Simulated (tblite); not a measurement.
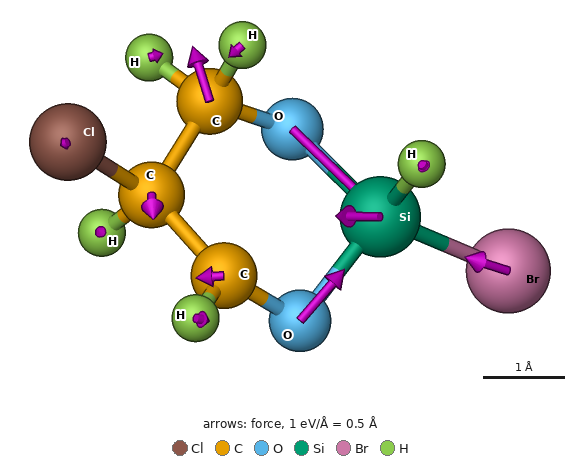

Starting geometry of C$_{3}$H$_{5}$BrClO$_{2}$Si (multiplicity 2) with the computed forces as purple arrows. The picture is a ball-and-stick view, seen at a tilt.

Method: GFN2-xTB geometry optimisation, gas phase (tblite 0.8.0). 

### What follows when this structure is relaxed?

It isn't relaxed: the largest force vector, on an O atom, is 2.83 eV/Å. The final displacements have little in common with the starting forces (cosine between the two patterns 0.07). The energy falls by 0.982 eV in 120 geometry steps. The atom that moves furthest after the best rigid fit is the Cl atom (1.70 Å). Largest moves by element: Cl 1.70 Å, H 1.26 Å, C 0.62 Å, O 0.53 Å, Si 0.40 Å, Br 0.36 Å. Near-neighbour distances that change, for instance: C–Cl 1.780 → 1.960 Å, O–Si 1.731 → 1.614 Å, O–Si 1.722 → 1.646 Å, C–C 1.491 → 1.423 Å. Bond angles that change, for instance: C–O–Si 105.9° → 120.0°, Si–O–C 111.0° → 122.3°, O–Si–Br 112.6° → 104.9°.
